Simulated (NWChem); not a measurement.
# the pair N2···GeH2: a chain of runs

We compute a single-point energy (singlet GeN2H2, B97-D/def2-SVPD), then the energy (singlet N2, B97-D/def2-SVPD), then the energy (singlet GeH2, B97-D/def2-SVPD), then the energy (singlet N2, B97-D/def2-SVPD), then a single-point energy (singlet GeH2, B97-D/def2-SVPD) of GeH2N2 and its partners. 

Program for the calculation: NWChem 7.3.0.

### 1 Starting point

The species is GeN2H2 (5 atoms), meant as a singlet with charge 0. The two molecules were placed rigidly side by side, at 1.3 times their contact distance; the pair isn't optimised.

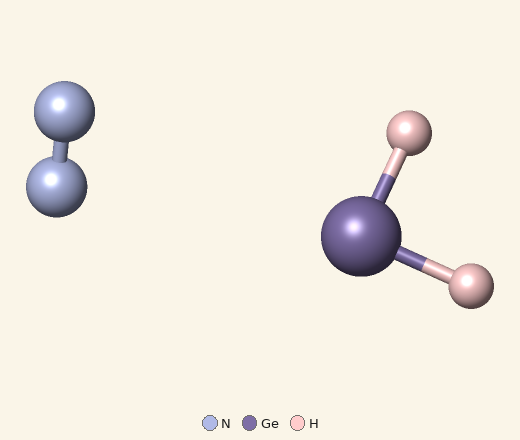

Viewed from a chosen angle; nitrogen light blue, germanium purple, hydrogen pink.

### 2 A single-point energy at B97-D/def2-SVPD (run 1)

Input file geh2n2.nw:

```
start geh2n2
title "GeH2N2"
memory total 2200 mb

geometry noautosym nocenter noautoz
  N        0.465500      -0.150300       0.239800
  N       -0.465500       0.150300      -0.239800
  Ge      -3.101900       2.043750       3.267200
  H       -3.491160       3.436740       3.938450
  H       -2.777940       1.423500       4.699880
end

basis spherical bse
  * library def2-SVPD
end

dft
  xc becke97-d
  grid fine
  convergence energy 1e-08
  maxiter 100
  mulliken
  noprint "final vectors analysis"
end

task dft energy
```

On the command line:

```sh
$ nwchem geh2n2.nw > geh2n2.out
```

What it wrote:

```text
[...]
          Wavefunction type:  closed shell.
          No. of atoms     :     5
          No. of electrons :    48
[...]
          Charge           :     0
          Spin multiplicity:     1
[...]
          AO basis - number of functions:    94
[...]
              XC Information
              --------------
                   Becke 97-D Method XC Functional
                  Becke 1997-D Exchange Functional  1.000
                Becke 1997-D Correlation Potential  1.000
[...]
 d= 0,ls=0.0,diis     1  -2188.2650973605 -2.28D+03  9.90D-03  2.98D-01     1.3
[...]
 d= 0,ls=0.0,diis     8  -2188.3011944487  3.89D-09  4.37D-06  9.15D-08     7.5
         Total DFT energy =    -2188.301194448747
      One electron energy =    -3234.459115825450
           Coulomb energy =     1045.137961564536
    Exchange-Corr. energy =      -94.477740353582
 Nuclear repulsion energy =       95.498498062741
    Dispersion correction =       -0.000797896992
[...]
      Total Density - Mulliken Population Analysis
     ---------------------------------------------
    Atom       Charge   Shell Charges
 -----------   ------   -------------------------------------------------------
    1 N    7     6.99   1.99  1.14  0.58  0.13  2.23  0.86  0.04  0.02
    2 N    7     7.00   1.99  1.14  0.59  0.11  2.23  0.87  0.04  0.03
    3 Ge  32    32.08   2.00  2.00  1.99  1.53  0.29  0.08  6.00  5.98  1.04  1.08  8.13  1.76  0.16  0.03
    4 H    1     0.96   0.73  0.22  0.01  0.01
    5 H    1     0.96   0.73  0.22  0.01  0.00
[...]
```

It took 8.1 s on 1 thread of AMD EPYC 9R14 (Zen 4), shared host; peak memory 0.12 GiB.

### 3 N2: a single-point energy at B97-D/def2-SVPD (run 2)

Input file n2.nw:

```
start n2
memory total 2200 mb

geometry units angstroms noautosym nocenter noautoz
 N      0.465500    -0.150300     0.239800
 N     -0.465500     0.150300    -0.239800
end

basis spherical bse
 * library def2-SVPD
end

dft
 xc becke97-d
 mult 1
 grid fine
 convergence energy 1e-08
 iterations 100
 mulliken
 print low
end

task dft
```

On the command line:

```sh
$ nwchem n2.nw > n2.out
```

What it wrote:

```text
[...]
 d= 0,ls=0.0,diis     1   -109.3558753900 -1.33D+02  1.05D-02  1.87D-01     0.2
[...]
 d= 0,ls=0.0,diis     6   -109.3756223432 -1.22D-09  1.55D-07  4.32D-12     0.6
         Total DFT energy =     -109.375622343170
      One electron energy =     -194.730533055443
           Coulomb energy =       75.184782640070
    Exchange-Corr. energy =      -13.628213662360
 Nuclear repulsion energy =       23.798343493223
    Dispersion correction =       -0.000001758660
[...]
      Total Density - Mulliken Population Analysis
     ---------------------------------------------
    Atom       Charge   Shell Charges
 -----------   ------   -------------------------------------------------------
    1 N    7     7.00   1.99  1.14  0.58  0.12  2.23  0.87  0.04  0.03
    2 N    7     7.00   1.99  1.14  0.58  0.12  2.23  0.87  0.04  0.03
[...]
```

Wall time 1.2 s (1 thread of AMD EPYC 9R14 (Zen 4), shared host); peak memory 0.11 GiB.

### 4 GeH2: the energy at B97-D/def2-SVPD (run 3)

Input file geh2.nw:

```
start geh2
title "GeH2"
memory 2200 mb

geometry units atomic noautosym nocenter noautoz
   Ge  -5.86174147   3.86212777   6.17411319
   H   -6.59733626   6.49449736   7.44259186
   H   -5.24954579   2.69002514   8.88148602
end

basis spherical bse
   Ge library def2-SVPD
   H library def2-SVPD
end

dft
   xc becke97-d
   grid fine
   convergence energy 1e-08
   iterations 100
   mulliken
   noprint "final vectors analysis"
end

task dft energy
```

On the command line:

```sh
$ nwchem geh2.nw > geh2.out
```

What it wrote:

```text
[...]
          Wavefunction type:  closed shell.
          No. of atoms     :     3
          No. of electrons :    34
[...]
          Charge           :     0
          Spin multiplicity:     1
[...]
          AO basis - number of functions:    54
[...]
              XC Information
              --------------
                   Becke 97-D Method XC Functional
                  Becke 1997-D Exchange Functional  1.000
                Becke 1997-D Correlation Potential  1.000
[...]
 d= 0,ls=0.0,diis     1  -2078.9086524379 -2.10D+03  1.50D-02  1.09D-01     0.7
[...]
 d= 0,ls=0.0,diis     8  -2078.9248761599 -1.20D-10  4.42D-08  2.45D-12     3.4
         Total DFT energy =    -2078.924876159939
      One electron energy =    -2939.295815908589
           Coulomb energy =      919.748594803717
    Exchange-Corr. energy =      -80.850874470440
 Nuclear repulsion energy =       21.473699327748
    Dispersion correction =       -0.000479912376
[...]
      Total Density - Mulliken Population Analysis
     ---------------------------------------------
    Atom       Charge   Shell Charges
 -----------   ------   -------------------------------------------------------
    1 Ge  32    32.07   2.00  2.00  1.99  1.53  0.29  0.08  6.00  5.98  1.04  1.07  8.13  1.76  0.16  0.03
    2 H    1     0.96   0.73  0.22  0.01  0.01
    3 H    1     0.96   0.73  0.22  0.01  0.01
[...]
```

Wall time 4.2 s (1 thread of AMD EPYC 9R14 (Zen 4), shared host); peak memory 0.11 GiB.

### 5 N2 among ghost functions: a single-point energy at B97-D/def2-SVPD (with ghost functions) (run 4)

Input file test.nw:

```
start test
title "N2 B97-D"
memory stack 880 mb heap 220 mb global 1100 mb

geometry units au noautosym nocenter noautoz
N   0.87966751 -0.28402584  0.45315632
N  -0.87966751  0.28402584 -0.45315632
bqGe    -5.861741     3.862128     6.174113
bqH     -6.597336     6.494497     7.442592
bqH     -5.249546     2.690025     8.881486
end

basis "ao basis" spherical bse
N library def2-SVPD
bqGe library Ge def2-SVPD
bqH library H def2-SVPD
end

dft
xc becke97-d
grid fine
convergence energy 1e-08
maxiter 100
mulliken
print low
end

task dft energy
```

On the command line:

```sh
$ nwchem test.nw > test.out
```

What it wrote:

```text
[...]
 d= 0,ls=0.0,diis     1   -109.3561196766 -1.33D+02  4.54D-03  1.88D-01     0.9
[...]
 d= 0,ls=0.0,diis     7   -109.3759492951 -1.31D-09  9.34D-08  6.66D-11     5.4
         Total DFT energy =     -109.375949295147
      One electron energy =     -194.721275931260
           Coulomb energy =       75.173965154322
    Exchange-Corr. energy =      -13.626978585041
 Nuclear repulsion energy =       23.798341825492
    Dispersion correction =       -0.000001758660
[...]
      Total Density - Mulliken Population Analysis
     ---------------------------------------------
    Atom       Charge   Shell Charges
 -----------   ------   -------------------------------------------------------
    1 N    7     6.99   1.99  1.14  0.58  0.12  2.23  0.86  0.04  0.03
    2 N    7     7.00   1.99  1.14  0.59  0.11  2.23  0.87  0.04  0.03
    3 X    0     0.01  -0.00 -0.00 -0.00  0.00 -0.00  0.00 -0.00 -0.00 -0.00  0.00 -0.00  0.00 -0.00  0.00
    4 X    0     0.00  -0.00  0.00 -0.00  0.00
    5 X    0     0.00  -0.00  0.00 -0.00  0.00
[...]
```

Run time: 6 s. Hardware: 1 thread of AMD EPYC 9R14 (Zen 4), shared host; peak memory 0.12 GiB.

### 6 GeH2 among ghost functions: the energy at B97-D/def2-SVPD (with ghost functions) (run 5)

Input file geom.nw:

```
start geom
memory 2200 mb

geometry units angstrom noautosym nocenter noautoz
  Ge   -3.101900    2.043750    3.267200
  H    -3.491160    3.436740    3.938450
  H    -2.777940    1.423500    4.699880
  bqN      0.465500    -0.150300     0.239800
  bqN     -0.465500     0.150300    -0.239800
end

basis spherical bse
  Ge library def2-SVPD
  H library def2-SVPD
  bqN library N def2-SVPD
end

dft
  xc becke97-d
  mult 1
  grid fine
  convergence energy 1e-08
  maxiter 100
  mulliken
  print low
end

task dft energy
```

On the command line:

```sh
$ nwchem geom.nw > geom.out
```

What it wrote:

```text
[...]
 d= 0,ls=0.0,diis     1  -2078.9086953771 -2.10D+03  8.75D-03  1.10D-01     1.2
[...]
 d= 0,ls=0.0,diis     8  -2078.9249359253 -1.46D-10  1.82D-07  4.30D-11     7.1
         Total DFT energy =    -2078.924935925266
      One electron energy =    -2939.290817103858
           Coulomb energy =      919.743283988603
    Exchange-Corr. energy =      -80.850623792963
 Nuclear repulsion energy =       21.473700895465
    Dispersion correction =       -0.000479912514
[...]
      Total Density - Mulliken Population Analysis
     ---------------------------------------------
    Atom       Charge   Shell Charges
 -----------   ------   -------------------------------------------------------
    1 Ge  32    32.07   2.00  2.00  1.99  1.53  0.29  0.08  6.00  5.98  1.04  1.08  8.13  1.76  0.16  0.03
    2 H    1     0.96   0.73  0.22  0.01  0.01
    3 H    1     0.96   0.73  0.22  0.01  0.01
    4 X    0    -0.00  -0.00  0.00 -0.00  0.00 -0.00 -0.00 -0.00  0.00
    5 X    0     0.00  -0.00  0.00  0.00  0.00 -0.00 -0.00  0.00 -0.00
[...]
```

Run time: 7.8 s. Hardware: 1 thread of AMD EPYC 9R14 (Zen 4), shared host; peak memory 0.12 GiB.

### 7 Outcome

| quantity | value |
| --- | --- |
| run 1, B97-D/def2-SVPD: total energy | -2188.30119 Eh |
| run 1, B97-D/def2-SVPD: dipole moment | 0.26 D |
| run 1, B97-D/def2-SVPD: dispersion energy | -2.09 kJ/mol |
| N2: total energy | -109.37562 Eh |
| N2: dispersion energy | 0.00 kJ/mol |
| GeH2: total energy | -2078.92488 Eh |
| GeH2: dipole moment | 0.24 D |
| GeH2: dispersion energy | -1.26 kJ/mol |
| N2 among ghost functions: total energy | -109.37595 Eh |
| N2 among ghost functions: dispersion energy | 0.00 kJ/mol |
| GeH2 among ghost functions: total energy | -2078.92494 Eh |
| GeH2 among ghost functions: dispersion energy | -1.26 kJ/mol |
| interaction energy of the rigid parts N2 and GeH2 (parts in their own basis; closest atoms 4.78 Å apart) | -0.019 eV |
| interaction energy of the rigid parts N2 and GeH2 (parts in the whole basis, counterpoise; closest atoms 4.78 Å apart) | -0.008 eV |

**Reading.** The interaction energy of the rigid parts N2 and GeH2 (parts in their own basis; closest atoms 4.78 Å apart) is −0.02 eV (−0.4 kcal/mol). Without counterpoise this holds the superposition error of the basis. The interaction energy of the rigid parts N2 and GeH2 (parts in the whole basis, counterpoise; closest atoms 4.78 Å apart) is −0.01 eV (−0.2 kcal/mol). The basis-set superposition error is 1.0 kJ/mol.
